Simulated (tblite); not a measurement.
## C$_{4}$H$_{6}$OS$_{2}$Si: frequency calculation

- system: C$_{4}$H$_{6}$OS$_{2}$Si, SMILES C=C[Si]1(O)SC=CS1
- method: GFN2-xTB harmonic vibrations, gas phase (tblite 0.8.0)

It belongs to a series of runs on one base structure; here: H on Si replaced by vinyl.

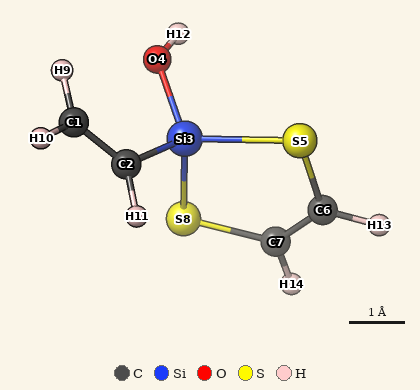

Fig. 1: The structure (ball-and-stick view, seen at a tilt; atoms are numbered from 1 in the order of the input). Bond lengths as drawn: C–C 1.32 to 1.33 Å, C–H 1.08 Å, C–S 1.75 Å, C–Si 1.87 Å, H–O 0.96 Å, O–Si 1.62 Å and S–Si 2.16 Å.

### Results in brief

- outcome: converged
- total energy: −651.3604 eV
- zero-point energy: 56.8580 kcal/mol
- hardware: 1 CPU thread, shared host
- wall time: 1 s
- peak memory: 0.18 GiB

### Input
```
{"job": {"kind": "ir", "xc": "GFN2-xTB", "basis": "xTB"}, "charge": 0, "multiplicity": 1}
C     -2.929956     0.232924    -0.121007
C     -1.760226    -0.354703    -0.312855
Si    -0.125035     0.413966     0.184332
O     -0.471228     1.852268     0.844861
S      1.043263    -0.846545     1.499231
C      2.389777    -1.075664     0.409221
C      2.484114    -0.503492    -0.786357
S      1.277893     0.569216    -1.455863
H     -2.996528     1.202368     0.340744
H     -3.858981    -0.228360    -0.416294
H     -1.730482    -1.330701    -0.781736
H      0.190472     2.453558     1.184823
H      3.155373    -1.725910     0.796098
H      3.330867    -0.659396    -1.432254
```

The first line tells a small driver script what to run in tblite; the rest is the geometry in Å.

Launch command:
```bash
OMP_NUM_THREADS=1 python <driver script> task.json out
```

### What the program printed
```
mode    cm-1     km/mol
  1      42.8      0.38
  2      68.4      2.84
  3     103.5      3.49
  4     133.8      4.44
  5     185.1      0.57
  6     208.7     30.56
  7     243.9      3.14
  8     256.8    111.55
  9     356.4      2.73
 10     363.6      0.01
 11     463.3      4.55
 12     470.7     34.05
 13     518.7     61.05
 14     598.8     20.28
 15     698.3     14.47
 16     718.0     14.46
 17     721.8     36.55
 18     778.9    324.40
 19     800.0     58.59
 20     813.2      0.31
 21     913.3    176.75
 22     921.8     10.47
 23    1009.2     14.18
 24    1020.0     17.90
 25    1125.3      0.13
 26    1217.7     41.00
 27    1267.7      0.28
 28    1403.9      3.38
 29    1598.7     35.65
 30    1665.8     23.22
 31    3035.6     14.78
 32    3088.6     25.88
 33    3101.9      0.00
 34    3112.8      5.86
 35    3134.6     21.44
 36    3611.1     48.39
```

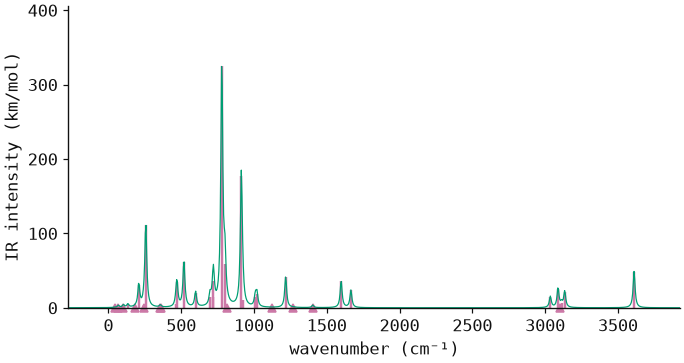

Fig. 2: Harmonic infrared spectrum, unscaled: sticks (degenerate modes added up, dark ones marked on the axis) with a Lorentzian envelope of 16 cm⁻¹ full width, scaled to the tallest stick. 36 modes from 43 to 3611 cm⁻¹, none imaginary. The strongest line is at 779 cm⁻¹ (324 km/mol).
